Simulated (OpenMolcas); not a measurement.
How basis sets differ on SnSiH6O (SMILES [SiH3][O][SnH3])

SnSiH6O: 9 atoms, total charge 0, spin state singlet. As SMILES, `[SiH3][O][SnH3]`. Geometry: relaxed at PBE0-D4/def2-TZVP.

```xyz
9

Si   -0.7075    1.1063   -0.9618
O     0.5496    0.2327   -0.4110
Sn    0.8371   -1.1457    0.9564
H    -1.7860    0.2281   -1.5020
H    -0.2330    2.0041   -2.0464
H    -1.3096    1.9374    0.1212
H     2.4937   -1.4998    0.8299
H    -0.1660   -2.4609    0.5447
H     0.4101   -0.4484    2.4520
```

Quantity: the dipole moment, in D. The values are calculated.

| level | kind | program | value (D) | CPU time |
| --- | --- | --- | --- | --- |
| HF/STO-3G | Hartree–Fock | OpenMolcas | 1.60 | 5.2 s |
| HF/3-21G | Hartree–Fock | OpenMolcas | 2.14 | 6.5 s |
| HF/ANO-RCC-VDZ (DKH2, RICD fitting) | Hartree–Fock | OpenMolcas | 2.34 | 7.8 s |
| HF/def2-SVP (core potential) | Hartree–Fock | OpenMolcas | 2.29 | 13 s |

All-electron rows without a relativistic Hamiltonian named are non-relativistic, while core potentials hold scalar relativity, so basis and relativity change together. The values span 1.60 to 2.34 D. Magnitudes only. Sets without polarisation functions give poor dipoles. Times are those of the runs behind each value, whatever else they computed, on shared processors of several kinds: orders of magnitude only.

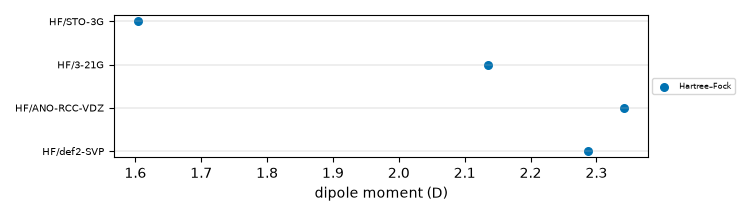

The values of the table, level by level.
